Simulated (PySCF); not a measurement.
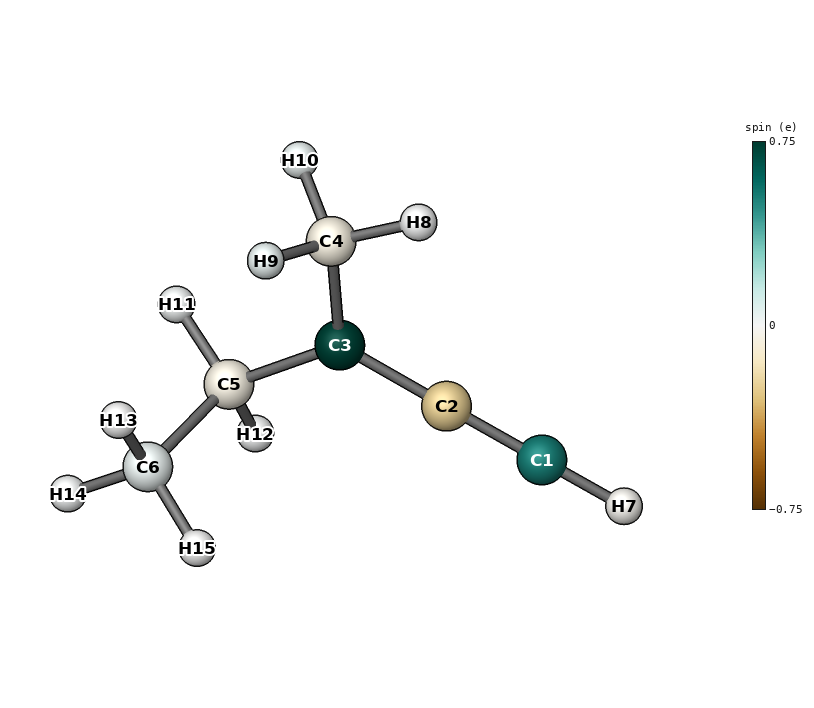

Atoms are coloured by their Mulliken spin populations. The species is neutral and a spin doublet. The geometry was computed by an optimisation with GFN2-xTB. No frequency run is at hand to confirm it as a minimum. Method: UKS B3LYP, pcH-1 on C H, non-relativistic (PySCF 2.14.0).

### Which atom carries the largest spin population?

C3 (0.73 e).

### Which atom has the lowest spin population?

C2 (−0.25 e); a negative value comes from spin polarisation.

Give the Mulliken spin populations atom by atom.

```csv
atom,value (e)
C1,0.53
C2,−0.25
C3,0.73
C4,−0.06
C5,−0.06
C6,0.03
H7,−0.02
H8,0.00
H9,0.04
H10,0.03
H11,0.02
H12,0.01
H13,0.00
H14,0.01
H15,0.00
```

Mulliken values depend strongly on the basis set.
